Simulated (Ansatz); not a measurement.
Input

```
crystal:
  periodic: [false, false, false]
  atoms:
    - {symbol: C, position_ang: [-1.246620, 1.163020, 0.175280]}
    - {symbol: Ga, position_ang: [0.456630, 0.385560, 0.873010]}
    - {symbol: C, position_ang: [1.273950, -1.139610, -0.126050]}
    - {symbol: H, position_ang: [-2.014290, 0.382510, 0.177460]}
    - {symbol: H, position_ang: [-1.092470, 1.479700, -0.861100]}
    - {symbol: H, position_ang: [-1.602690, 2.011340, 0.758180]}
    - {symbol: H, position_ang: [2.201980, -1.496820, 0.318200]}
    - {symbol: H, position_ang: [1.469380, -0.822030, -1.155250]}
    - {symbol: H, position_ang: [0.554120, -1.963680, -0.159730]}
basis:
  gaussian: {orbitals: def2-SVP}
magnetization: {spin_polarized: true, initial_magnetization: 1}
hamiltonian: {xc: hf}
accuracy: high
output: {forces: true, orbitals: {seedname: orbitals}}
```

Launched as:

```sh
ansatz run input.yaml --threads 1 --pin off --max-ram 3480MiB --events-out events.jsonl --progress --plain --runs-dir runs
```

Geometry: PBE0-D4/def2-TZVP.

Theory: isolated molecule in a Gaussian basis; Hartree-Fock (Ansatz).

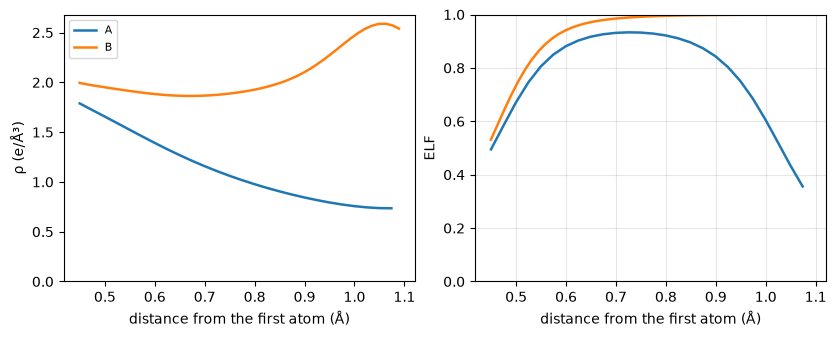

C2H6Ga (SMILES C[Ga]C) (doublet). Total electron density and ELF along straight lines between neighbouring atoms. The curves leave out the atomic cores.

Which curve belongs to which contact (C–Ga and C–H)? The first atom named is at distance zero.

Answer. Curve A: C–Ga (2.00 Å): the density is about 0.76 e/Å³ at the midpoint; the ELF peaks at about 0.95 in the valence shell of C, 0.7 Å from its nucleus, and is about 0.60 at the midpoint. Curve B: C–H (1.09 Å): ρ at the midpoint is about 1.9 e/Å³; the ELF climbs to about 1 towards the hydrogen, as it does in any bond to H; an ordinary covalent bond to hydrogen.
